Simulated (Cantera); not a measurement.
Feed: 1 mol PbO, 1.9 mol H2, at 17.3 Torr.

These are equilibrium values from Cantera (NASA tables, ideal gas, pure condensed phases), not measurements of a reactor. Candidate condensed phases: H2O, Pb, PbO, PbO2, Pb3O4; 12 gas species. Kinetics and transport are ignored.

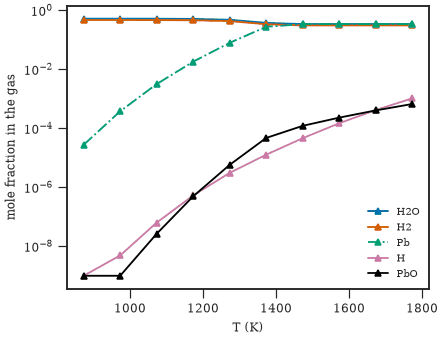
Equilibrium gas composition (values under 1e-9 drawn at 1e-9)

From 873 K to 1373 K the condensed part is Pb(l). From 1473 K to 1773 K nothing is condensed. The main Pb-bearing gas is Pb throughout.
